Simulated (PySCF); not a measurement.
Input file:

```
{"job": {"kind": "nmr", "xc": "PBE0", "basis": "pcSseg-1"}, "charge": 0, "multiplicity": 1}
C     -0.783077    -1.882455     1.109539
O     -1.121671    -0.567463     0.750824
C     -0.777730    -0.229671    -0.581738
C     -1.664347     0.846671    -1.140508
C     -2.484610     1.596258    -0.138070
O     -1.637129     1.105853    -2.322693
Si     0.976828     0.530395    -0.697990
F      0.960912     1.883741     0.183372
O      1.953610    -0.527564     0.019332
C      3.284149    -0.340130     0.433927
H      0.290047    -2.066083     1.005455
H     -1.329504    -2.610857     0.496372
H     -1.073461    -1.997084     2.152706
H     -0.854907    -1.104269    -1.236682
H     -3.119260     2.324627    -0.635160
H     -3.079641     0.895693     0.442920
H     -1.806305     2.096002     0.550477
H      1.373606     0.961140    -2.022000
H      3.917357    -0.102522    -0.421202
H      3.345140     0.473209     1.157258
H      3.621073    -1.268547     0.893388
```

Command:

```sh
OMP_NUM_THREADS=1 python probes_run.py task.json out
```

Geometry: GFN2-xTB.

These are results of PBE0/pcSseg-1, SCF density, gas phase, non-relativistic (PySCF 2.14.0), not measurements.

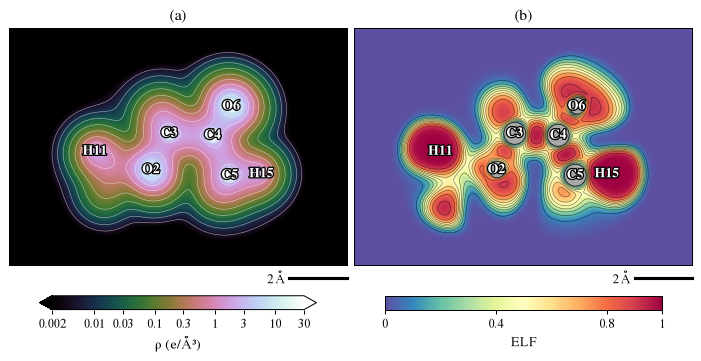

C$_{5}$H$_{11}$FO$_{3}$Si. (a) electron density; (b) electron localisation function on the plane of atoms C5, C4 and O6. Grey discs cover the atomic cores in the ELF map.

Question: Interpret the plot.

Answer: Atoms in the plane: O, C and H.
C–O (1.21 Å): the density is about 3.3 e/Å³ at the midpoint; the ELF peaks at about 0.85 between the atoms (a short, multiple covalent bond).
C–C (1.50 Å): the density is about 1.8 e/Å³ at the midpoint; the ELF peaks at about 0.95 between the atoms: a covalent bond.
C–H (1.09 Å): ρ is about 2 e/Å³ halfway; the ELF climbs to about 1 towards the hydrogen, as it does in any bond to H: an ordinary covalent bond to hydrogen.
The ELF also peaks beside O2 and O6, away from the bonds: lone-pair regions.
